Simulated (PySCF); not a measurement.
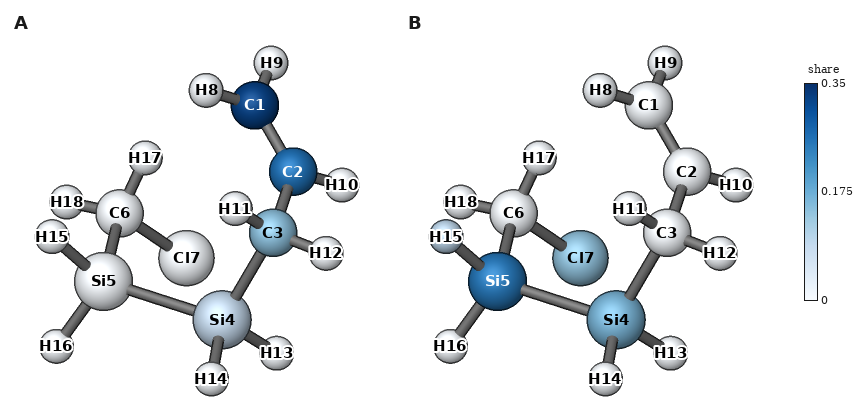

Each panel colours the atoms by their Löwdin share in one orbital (up to four of the largest shares; other atoms are shown as zero). The computed structure is the end point of a GFN2-xTB optimisation. No frequency run is at hand to confirm it as a minimum. Computed with ωB97X-D/def2-SVPD (PySCF 2.14.0).

Question: The panels show the HOMO, LUMO, in some order. Which is which?

Answer: A: HOMO, −9.11 eV; C1 0.33, C2 0.26, C3 0.14, Si4 0.09
B: LUMO, 1.48 eV; Si5 0.25, Si4 0.16, Cl7 0.14, H15 0.10

The geometry is semi-empirical. Around Si such bond lengths and angles can be off by a tenth of an ångström or more and by several degrees, and values that hang on the shape move with them.
